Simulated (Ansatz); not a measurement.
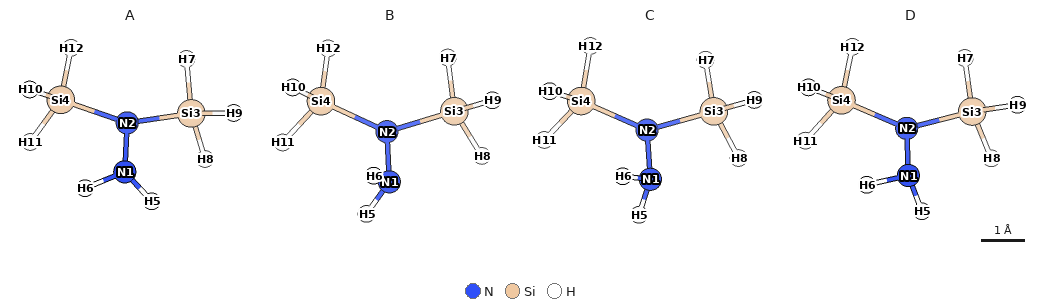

4 geometries from one relaxation of Si2N2H8, in shuffled order. A ball-and-stick model, seen at a tilt.

The run prepares an end point of a later path (inversion) calculation, from a guessed geometry.

Computed with RKS LDA/def2-SVP in Ansatz. Settings: no spin polarisation; force threshold 0.015 eV/Å; at most 40 steps.

Q: Put them in the order of the run, from the start to the converged end.

A: A, D, C, B. They are steps 0, 3, 6, 13, at +58.6 kJ/mol, +28.0 kJ/mol, +3.96 kJ/mol relative to the last. The energy falls by 58.6 kJ/mol in 12 accepted moves (13 points after the start). Largest force component: 1.1 eV/Å at the start, 0.008 eV/Å at the end. The line search rejected the trial step at point 8 of the run. H5 moves most after the best rigid fit: 1.19 Å. By element the largest moves are H 1.19 Å, N 0.44 Å, Si 0.11 Å. Among the contacts that change: Si3–H7 1.457 → 1.509 Å, Si4–H12 1.457 → 1.504 Å, Si3–H8 1.465 → 1.508 Å, N1–N2 1.451 → 1.410 Å. Bond angles that change, for instance: N2–Si3–H9 104.6° → 111.4°, N2–Si4–H10 104.8° → 110.2°, N1–N2–Si4 113.1° → 118.1°. Groups turn about N1–N2 by about 85°.
